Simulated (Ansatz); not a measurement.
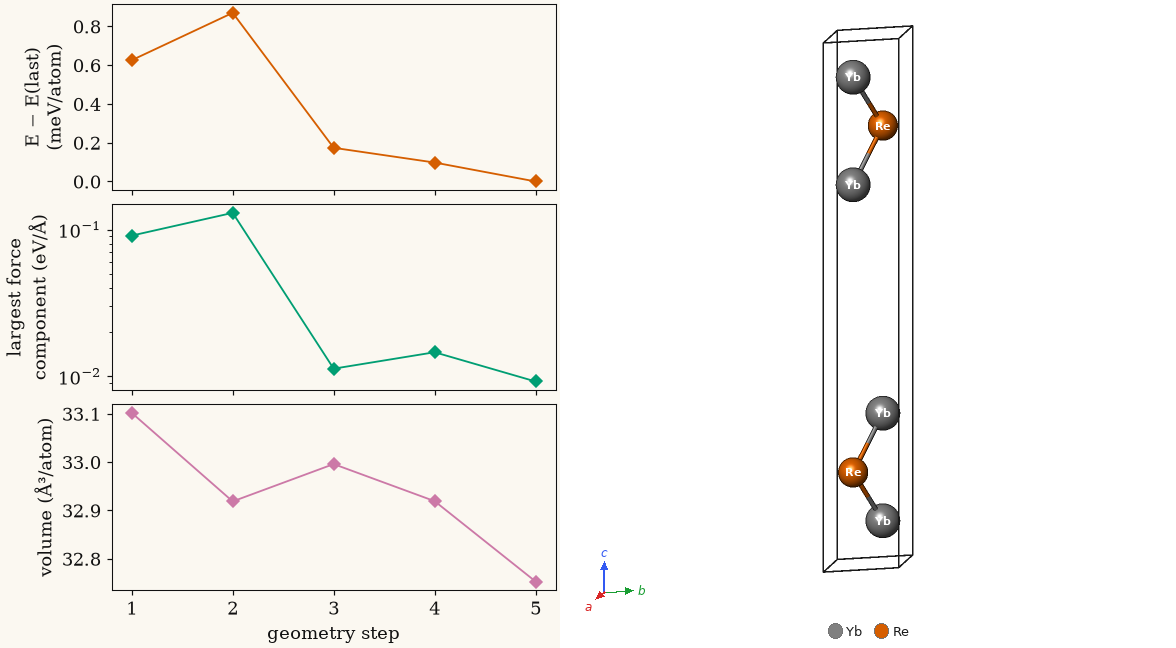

Beside the plot: the structure at the start.

History of a geometry optimisation. Atoms and cell relax. A closing SCF on a freshly chosen basis isn't drawn.

```
crystal:
  lattice:
    - [3.2477016378, 0.0, 0.0]
    - [-1.6238508189, 2.8125921223, 0.0]
    - [0.0, 0.0, 21.7430162333]
  atoms:
    - { symbol: Yb, position: [0.3333333333, 0.6666666667, 0.278842414] }
    - { symbol: Yb, position: [0.6666666667, 0.3333333333, 0.721157586] }
    - { symbol: Yb, position: [0.6666666667, 0.3333333333, 0.9245008738] }
    - { symbol: Yb, position: [0.3333333333, 0.6666666667, 0.0754991262] }
    - { symbol: Re, position: [0.3333333333, 0.6666666667, 0.8224187554] }
    - { symbol: Re, position: [0.6666666667, 0.3333333333, 0.1775812446] }
basis:
  ecutwfc: 420
kpoints:
  mp_grid: { grid: [12, 12, 2] }
hamiltonian:
  xc: pbe
scf:
  occupations: { method: gaussian, width: 0.1 }
output:
  forces: true
  stress: true
  eigenvalues: true
relax:
  adjacent_minimum: "off"
  f_tol: 0.01
  max_steps: 80
  cell: { stress_tol: 0.05 }
```

Run as:
```bash
ansatz run input.yaml --threads 1 --pin off --max-ram 2560MiB --backend cpu --events-out ev --progress --plain --runs-dir out
```

**How did it end, and what did it gain?**

The optimisation met its thresholds at geometry 5, counting the start as the first. The energy fell by about 0.63 meV/atom from the first step to the last. Step 2 went uphill and was rejected by the line search. The largest force component goes from about 0.091 eV/Å at the start to 9 × 10⁻³ eV/Å at the end.

**Was the starting cell too large or too small?**

The volume shrinks from 33.10 to 32.75 Å³ per atom (−1.1 %). The start was expanded.
